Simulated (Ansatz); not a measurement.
```yaml
atoms:
  - { symbol: Rb, position_ang: [-0.0007, 0.0004, -0.0009] }
  - { symbol: F, position_ang: [-1.5624, -1.9829, 0.3984] }
  - { symbol: F, position_ang: [1.5631, 1.9826, -0.3975] }
```

Geometry: r2SCAN-D4/def2-TZVPD; core potentials replace the inner electrons of Rb.

These are results of RKS PBE0-D4/def2-TZVPD (Ansatz), not measurements.

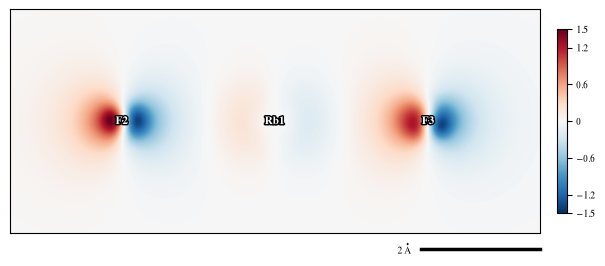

F₂Rb (charge −1). The HOMO on a plane that holds the molecular axis (values in Å⁻³ᐟ²; the overall sign is arbitrary).

### What is the character of this orbital?

Its weight (Hirshfeld) is mainly on F2 (about 45 %) and F3 (about 45 %); it is of σ type; it is ungerade (odd under inversion); largely a combination of lone pairs on F2 and F3. Its energy is −2.23 eV.
